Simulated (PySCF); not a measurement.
C3H4Cl2, SMILES `CC=C(Cl)Cl`.

PySCF calculation, ωB97X/def2-SVPD, gas phase; geometry: GFN2-xTB. No frequency check shows the geometry to be a minimum. GFN2-xTB bond lengths at metals and heavier atoms can be off by up to 0.1 Å and shapes distorted, which carries into these values.

Coordinates in Å:

```
C1       2.3434    0.7129    0.0002
C2       0.8913    1.0436   -0.0001
C3      -0.0965    0.1613   -0.0000
Cl4     -1.7567    0.6325    0.0000
Cl5      0.1331   -1.5459    0.0000
H6       2.8186    1.1448   -0.8795
H7       2.8186    1.1448    0.8797
H8       2.5035   -0.3606   -0.0006
H9       0.6326    2.0924   -0.0003
```

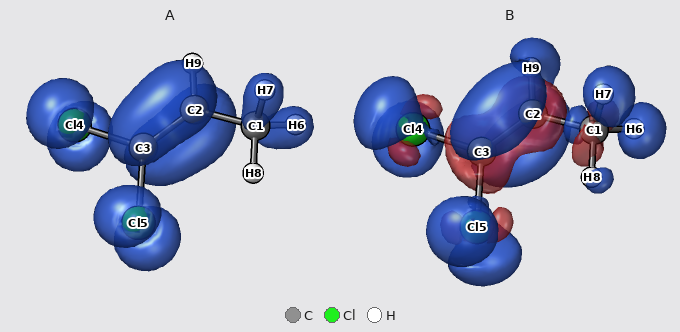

The Fukui function f⁻ from two separate SCF calculations and the density of the HOMO, at ±0.02 e/Å³ (blue positive, red negative).

Which panel is which, and how good is the frozen-orbital picture?

B is f⁻ (it has negative regions), A the HOMO density. The HOMO lies on C2 (28 %), C3 (22 %) and Cl4 (20 %); f⁻ (Hirshfeld-condensed) is largest on Cl4 (0.24), Cl5 (0.22) and C2 (0.17); the vertical ionisation energy is 9.46 eV (the stability of the cation's solution wasn't checked). Relaxation shifts 22 % of the electron between atoms. The orbital energy is −9.59 eV.
